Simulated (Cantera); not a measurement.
Charge: 1 mol CCl₄, 0.018 mol F₂, at 0.100 bar.

These are equilibrium values from Cantera (NASA tables, ideal gas, pure condensed phases), not measurements of a reactor. Candidate condensed phases: C; 27 gas species. Gases not in the tables: C₂F₆ and larger saturated fluorocarbons. Kinetics and transport are ignored.

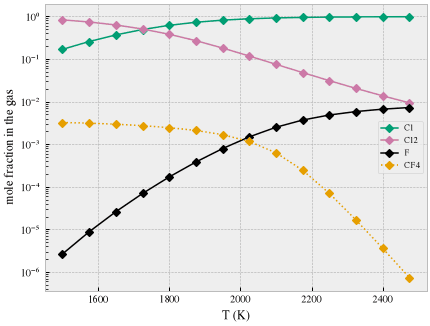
Figure: Equilibrium gas composition (values under 1e-9 drawn at 1e-9)

Read off the mole fractions at 2100 K.

Cl about 0.92, Cl₂ about 0.075, F about 0.0025, CF₄ about 0.00063.
